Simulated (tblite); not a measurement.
# Geometry relaxation, with input and output: C3H7N2PSi (part 1 of 2)

The run: geometry relaxation of C3H7N2PSi. Method and program: GFN2-xTB geometry optimisation, gas phase (tblite 0.8.0).

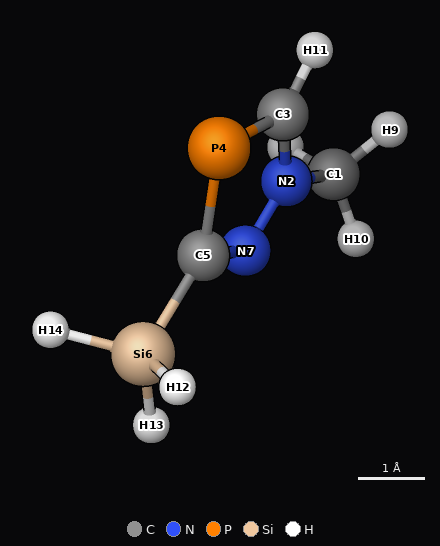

Fig. 1: The starting structure (ball-and-stick view, seen at a tilt; atoms are numbered from 1 in the order of the input). Bond lengths as drawn: C–H 1.10 to 1.11 Å, C–N 1.30 to 1.48 Å, C–P 1.82 to 1.85 Å, C–Si 1.86 Å, H–Si 1.46 to 1.47 Å and N–N 1.28 Å.

## Input file
```
{"job": {"kind": "relax", "xc": "GFN2-xTB", "basis": "xTB"}, "charge": 0, "multiplicity": 1}
C     -2.276900    -0.889500     0.074100
N     -1.110100     0.016600     0.019800
C     -1.264900     1.334400     0.025100
P      0.388100     2.100100    -0.048300
C      1.107200     0.390300    -0.038400
Si     2.879900    -0.159200    -0.100400
N      0.092000    -0.418800    -0.008500
H     -2.491500    -1.033000     1.153300
H     -3.120500    -0.404300    -0.441500
H     -2.040900    -1.856300    -0.387600
H     -2.234300     1.866200     0.045700
H      3.566700     0.329500    -1.301800
H      2.963200    -1.621600    -0.125500
H      3.541400     0.345000     1.112000
```

The first line tells a small driver script what to run in tblite; the rest is the geometry in Å.

Hardware: 1 CPU thread, shared host.

Launched with:
```bash
OMP_NUM_THREADS=1 python <driver script> task.json out
```

## Output
```
step      E/eV     max force
  0    -545.34153    3.515
  1    -545.70221    1.270
  2    -545.77640    0.744
  3    -545.80904    0.534
  4    -545.83701    0.302
  5    -545.84550    0.306
  6    -545.85780    0.254
  7    -545.86387    0.242
  8    -545.86824    0.179
  9    -545.87170    0.176
 10    -545.87644    0.156
 11    -545.87969    0.128
 12    -545.88110    0.073
 13    -545.88155    0.047
 14    -545.88181    0.042
 15    -545.88209    0.038
 16    -545.88230    0.028
 17    -545.88240    0.022
 18    -545.88245    0.021
 19    -545.88249    0.018
 20    -545.88252    0.014
 21    -545.88254    0.012
 22    -545.88257    0.015
 23    -545.88261    0.020
 24    -545.88266    0.021
 25    -545.88271    0.020
 26    -545.88276    0.022
 27    -545.88281    0.023
 28    -545.88287    0.022
 29    -545.88293    0.027
 30    -545.88298    0.019
 31    -545.88302    0.019
 32    -545.88305    0.018
 33    -545.88309    0.028
 34    -545.88315    0.030
 35    -545.88321    0.022
 36    -545.88327    0.024
 37    -545.88334    0.024
 38    -545.88343    0.031
 39    -545.88350    0.028
 40    -545.88355    0.018
 41    -545.88359    0.017
 42    -545.88365    0.025
 43    -545.88373    0.037
 44    -545.88383    0.036
 45    -545.88390    0.022
 46    -545.88394    0.016
 47    -545.88398    0.024
 48    -545.88404    0.029
 49    -545.88412    0.024
 50    -545.88419    0.020
 51    -545.88427    0.027
 52    -545.88441    0.041
 53    -545.88466    0.055
 54    -545.88506    0.073
 55    -545.88524    0.101
 56    -545.88560    0.074
 57    -545.88610    0.040
 58    -545.88629    0.036
 59    -545.88654    0.055
 60    -545.88674    0.050
 61    -545.88704    0.054
 62    -545.88734    0.042
 63    -545.88693    0.138
 64    -545.88762    0.027
 65    -545.88774    0.020
 66    -545.88785    0.058
 67    -545.88796    0.024
 68    -545.88801    0.023
 69    -545.88819    0.029
 70    -545.88825    0.018
 71    -545.88828    0.014
 72    -545.88830    0.011
 73    -545.88832    0.009
```

## Trajectory as extended XYZ (Å, eV, eV/Å), 16 of the 74 frames kept, from step=0 to step=73
```
14
Properties=species:S:1:pos:R:3:forces:R:3 step=0 energy=-545.34153
C    -2.2769   -0.8895    0.0741    0.7670   0.3840   0.4550
N    -1.1101    0.0166    0.0198   -1.6360   0.1380  -0.1800
C    -1.2649    1.3344    0.0251    1.8550   2.2930  -0.1700
P     0.3881    2.1001   -0.0483   -1.2170  -1.2330   0.1540
C     1.1072    0.3903   -0.0384   -2.2520   2.4350  -0.0950
Si    2.8799   -0.1592   -0.1004    0.4850  -0.2490   0.0850
N     0.0920   -0.4188   -0.0085    1.1730  -3.3130  -0.0270
H    -2.4915   -1.0330    1.1533   -0.1900  -0.0960  -0.6180
H    -3.1205   -0.4043   -0.4415    0.3560  -0.2660   0.2850
H    -2.0409   -1.8563   -0.3876    0.0290   0.3740   0.1360
H    -2.2343    1.8662    0.0457    0.8740  -0.6310  -0.0180
H     3.5667    0.3295   -1.3018   -0.1020   0.1200   0.0320
H     2.9632   -1.6216   -0.1255   -0.1250   0.0170   0.0370
H     3.5414    0.3450    1.1120   -0.0150   0.0260  -0.0770
14
Properties=species:S:1:pos:R:3:forces:R:3 step=5 energy=-545.84550
C    -2.2497   -0.8614    0.0888   -0.1410  -0.1050   0.0380
N    -1.1161    0.0134    0.0054   -0.0260  -0.0400   0.0340
C    -1.1911    1.3564    0.0122    0.1080   0.0070  -0.0270
P     0.3623    2.0893   -0.0393    0.2230  -0.2100   0.0000
C     1.0237    0.4242   -0.0488    0.1750   0.0300  -0.0270
Si    2.8403   -0.1459   -0.0951    0.0100  -0.0210  -0.0020
N     0.0945   -0.5008   -0.0149    0.1110  -0.0390  -0.0820
H    -2.5131   -1.0446    1.1314   -0.0360   0.0000   0.0920
H    -3.1020   -0.4206   -0.4203   -0.0790   0.0960  -0.0350
H    -2.0222   -1.8174   -0.3759    0.1740  -0.0160  -0.0390
H    -2.1561    1.8281    0.0431   -0.0090   0.0290  -0.0120
H     3.5495    0.3432   -1.2933   -0.2000   0.0780   0.1180
H     2.9415   -1.6139   -0.1202   -0.1920   0.1620   0.0360
H     3.5377    0.3495    1.1047   -0.1180   0.0280  -0.0930
14
Properties=species:S:1:pos:R:3:forces:R:3 step=10 energy=-545.87644
C    -2.2531   -0.8644    0.0931    0.0490   0.0220  -0.0050
N    -1.1073    0.0062    0.0111   -0.0580  -0.0260  -0.0240
C    -1.1627    1.3517    0.0083   -0.0240  -0.0920   0.0390
P     0.4026    2.0616   -0.0393   -0.0020   0.0570  -0.0150
C     1.0317    0.4023   -0.0591    0.0690  -0.1390  -0.0110
Si    2.8373   -0.1434   -0.0917   -0.1020  -0.0030  -0.0230
N     0.1009   -0.5230   -0.0323   -0.0720   0.0970   0.0510
H    -2.5250   -1.0476    1.1392    0.0520   0.0090  -0.0980
H    -3.1056   -0.4115   -0.4181    0.1010  -0.0670   0.0130
H    -1.9865   -1.8118   -0.3777   -0.0720   0.0550   0.0480
H    -2.1272    1.8295    0.0388    0.0640   0.0310   0.0030
H     3.5006    0.3798   -1.2820    0.0090   0.0940  -0.1020
H     2.8812   -1.5980   -0.1089   -0.0490  -0.1140   0.0110
H     3.5125    0.3679    1.0964    0.0350   0.0770   0.1130
14
Properties=species:S:1:pos:R:3:forces:R:3 step=15 energy=-545.88209
C    -2.2492   -0.8641    0.0923    0.0030  -0.0020  -0.0080
N    -1.1076    0.0049    0.0100    0.0230   0.0070   0.0110
C    -1.1567    1.3485    0.0129    0.0120   0.0280  -0.0090
P     0.4109    2.0545   -0.0424   -0.0090   0.0120  -0.0050
C     1.0340    0.3909   -0.0613   -0.0150   0.0030   0.0180
Si    2.8373   -0.1463   -0.0926    0.0220  -0.0030   0.0050
N     0.0977   -0.5266   -0.0285    0.0140  -0.0330   0.0050
H    -2.5197   -1.0475    1.1349    0.0030   0.0030   0.0180
H    -3.0976   -0.4159   -0.4216   -0.0150  -0.0010  -0.0240
H    -1.9881   -1.8112   -0.3746   -0.0090  -0.0360  -0.0070
H    -2.1140    1.8378    0.0391    0.0060   0.0210   0.0110
H     3.4860    0.4009   -1.2892   -0.0220   0.0010   0.0160
H     2.8598   -1.6071   -0.1046    0.0070   0.0080   0.0000
H     3.5063    0.3809    1.1033   -0.0200  -0.0080  -0.0300
14
Properties=species:S:1:pos:R:3:forces:R:3 step=19 energy=-545.88249
C    -2.2490   -0.8649    0.0913    0.0010  -0.0020  -0.0010
N    -1.1065    0.0046    0.0106   -0.0070  -0.0010   0.0010
C    -1.1547    1.3492    0.0124   -0.0030  -0.0060  -0.0060
P     0.4124    2.0545   -0.0437    0.0080  -0.0080   0.0010
C     1.0342    0.3898   -0.0588    0.0030   0.0010   0.0060
Si    2.8371   -0.1474   -0.0928   -0.0090  -0.0010  -0.0010
N     0.0987   -0.5281   -0.0260   -0.0060   0.0100   0.0020
H    -2.5180   -1.0467    1.1353   -0.0110   0.0070  -0.0120
H    -3.0970   -0.4176   -0.4257    0.0060  -0.0050   0.0040
H    -1.9904   -1.8147   -0.3742    0.0040   0.0030   0.0060
H    -2.1102    1.8421    0.0411    0.0020   0.0020   0.0040
H     3.4807    0.4044   -1.2883   -0.0060   0.0020  -0.0050
H     2.8587   -1.6075   -0.1041    0.0120  -0.0030  -0.0030
H     3.5033    0.3821    1.1008    0.0060   0.0020   0.0050
14
Properties=species:S:1:pos:R:3:forces:R:3 step=24 energy=-545.88266
C    -2.2491   -0.8655    0.0903   -0.0050   0.0080   0.0020
N    -1.1075    0.0050    0.0106    0.0060   0.0010   0.0040
C    -1.1544    1.3494    0.0102    0.0040   0.0080   0.0120
P     0.4139    2.0532   -0.0435   -0.0110   0.0140   0.0030
C     1.0341    0.3892   -0.0550   -0.0020  -0.0170  -0.0030
Si    2.8362   -0.1483   -0.0924    0.0150   0.0010   0.0020
N     0.0976   -0.5278   -0.0233    0.0020  -0.0160   0.0000
H    -2.5229   -1.0439    1.1331   -0.0020  -0.0010   0.0110
H    -3.0962   -0.4199   -0.4283   -0.0070   0.0020  -0.0200
H    -1.9888   -1.8162   -0.3717    0.0060   0.0030   0.0040
H    -2.1084    1.8448    0.0434   -0.0030  -0.0030  -0.0080
H     3.4752    0.4058   -1.2899   -0.0060   0.0000   0.0000
H     2.8651   -1.6085   -0.1059    0.0040   0.0040  -0.0020
H     3.5045    0.3822    1.1003    0.0020  -0.0020  -0.0040
14
Properties=species:S:1:pos:R:3:forces:R:3 step=29 energy=-545.88293
C    -2.2516   -0.8637    0.0896    0.0020  -0.0050  -0.0010
N    -1.1087    0.0055    0.0131   -0.0040  -0.0020   0.0070
C    -1.1531    1.3503    0.0120   -0.0020  -0.0080   0.0080
P     0.4159    2.0511   -0.0415    0.0160  -0.0210   0.0060
C     1.0337    0.3838   -0.0505   -0.0020   0.0160  -0.0010
Si    2.8380   -0.1491   -0.0916   -0.0160   0.0030  -0.0060
N     0.0953   -0.5309   -0.0193   -0.0030   0.0110   0.0010
H    -2.5324   -1.0385    1.1317   -0.0050   0.0130  -0.0080
H    -3.0957   -0.4235   -0.4400    0.0130  -0.0020   0.0000
H    -1.9834   -1.8160   -0.3649   -0.0100  -0.0050   0.0020
H    -2.1065    1.8473    0.0430   -0.0010  -0.0060  -0.0070
H     3.4632    0.4097   -1.2937    0.0080   0.0040  -0.0020
H     2.8764   -1.6089   -0.1094   -0.0010   0.0000   0.0020
H     3.5082    0.3826    1.0992    0.0040   0.0000  -0.0030
14
Properties=species:S:1:pos:R:3:forces:R:3 step=34 energy=-545.88315
C    -2.2531   -0.8635    0.0886   -0.0020   0.0050   0.0000
N    -1.1096    0.0053    0.0174    0.0070  -0.0070  -0.0040
C    -1.1521    1.3499    0.0165    0.0000  -0.0030  -0.0070
P     0.4191    2.0475   -0.0367   -0.0210   0.0210   0.0060
C     1.0329    0.3812   -0.0467    0.0070  -0.0140   0.0070
Si    2.8372   -0.1489   -0.0931    0.0170  -0.0020  -0.0040
N     0.0934   -0.5324   -0.0147    0.0100  -0.0100  -0.0030
H    -2.5438   -1.0292    1.1291   -0.0100   0.0000   0.0000
H    -3.0914   -0.4267   -0.4519   -0.0030   0.0060  -0.0070
H    -1.9824   -1.8190   -0.3577    0.0000   0.0000   0.0110
H    -2.1054    1.8475    0.0405    0.0030  -0.0010   0.0050
H     3.4561    0.4141   -1.2969    0.0060   0.0010   0.0020
H     2.8861   -1.6085   -0.1118   -0.0110   0.0020  -0.0010
H     3.5124    0.3823    1.0953   -0.0020   0.0020  -0.0060
14
Properties=species:S:1:pos:R:3:forces:R:3 step=39 energy=-545.88350
C    -2.2563   -0.8622    0.0873   -0.0020  -0.0010  -0.0020
N    -1.1085    0.0013    0.0220   -0.0030   0.0030  -0.0030
C    -1.1508    1.3462    0.0213    0.0010  -0.0020  -0.0040
P     0.4191    2.0448   -0.0251    0.0190  -0.0200  -0.0050
C     1.0344    0.3765   -0.0386   -0.0040   0.0180   0.0020
Si    2.8405   -0.1485   -0.0979   -0.0120   0.0060   0.0080
N     0.0947   -0.5370   -0.0093   -0.0020   0.0080  -0.0050
H    -2.5675   -1.0127    1.1245    0.0050   0.0070  -0.0030
H    -3.0836   -0.4283   -0.4731    0.0030  -0.0070  -0.0080
H    -1.9819   -1.8247   -0.3410   -0.0040  -0.0010   0.0070
H    -2.1033    1.8453    0.0385   -0.0050  -0.0090   0.0150
H     3.4507    0.4226   -1.3022    0.0040  -0.0070  -0.0030
H     2.8930   -1.6077   -0.1156   -0.0080  -0.0010  -0.0090
H     3.5189    0.3839    1.0871    0.0090   0.0070   0.0090
```
